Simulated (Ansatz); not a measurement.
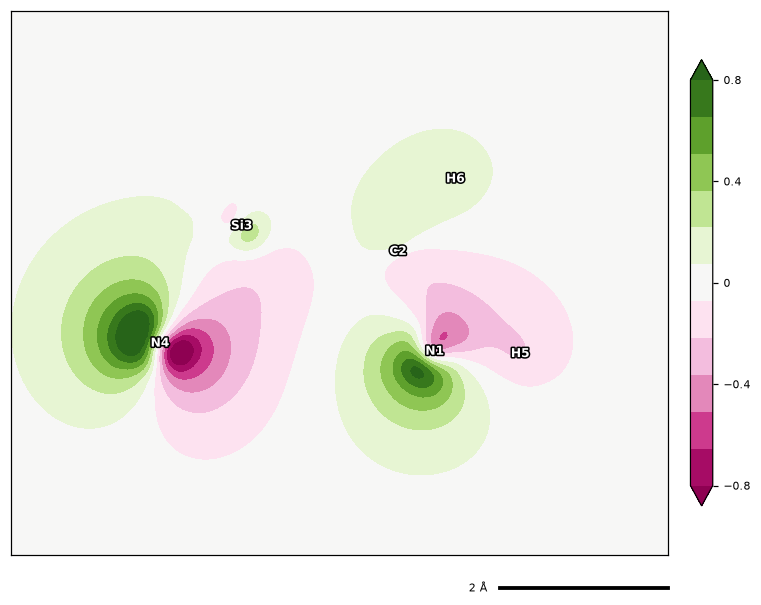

The picture shows: CH6N2Si. The HOMO−1 on the plane of atoms N1, C2 and H6 (values in Å⁻³ᐟ²; the overall sign is arbitrary).

Geometry: PBE0-D4/def2-TZVP.

Theory: Ansatz 0.2.0, RKS PBE0-D4/def2-TZVPP.

The calculation's input:

```
crystal:
  periodic: [false, false, false]
  atoms:
    - {symbol: N, position_ang: [-0.298655, 0.362073, -1.790432]}
    - {symbol: C, position_ang: [-0.932177, -0.167610, -0.824404]}
    - {symbol: Si, position_ang: [-0.105050, -0.294984, 0.875433]}
    - {symbol: N, position_ang: [1.483808, 0.338551, 0.967898]}
    - {symbol: H, position_ang: [-0.855294, 0.367987, -2.648408]}
    - {symbol: H, position_ang: [-1.956414, -0.559567, -0.948509]}
    - {symbol: H, position_ang: [-0.074500, -1.739385, 1.230827]}
    - {symbol: H, position_ang: [-0.975038, 0.435504, 1.836071]}
    - {symbol: H, position_ang: [2.203212, -0.130403, 0.437913]}
    - {symbol: H, position_ang: [1.593206, 1.336535, 0.866710]}
basis:
  gaussian: {orbitals: def2-TZVPP}
hamiltonian: {xc: pbe0, dispersion: d4}
output: {orbitals: {seedname: orbitals}}
```

Command:

```sh
ansatz run in.yaml --threads 2 --pin off --events-out ev --progress --plain --max-ram 4352MiB
```

Describe this orbital and give its energy.

Its weight (Hirshfeld) is mainly on N4 (about 50 %), N1 (about 25 %) and Si3 (about 10 %); largely a combination of lone pairs on N4 and N1. Its energy is −7.88 eV.
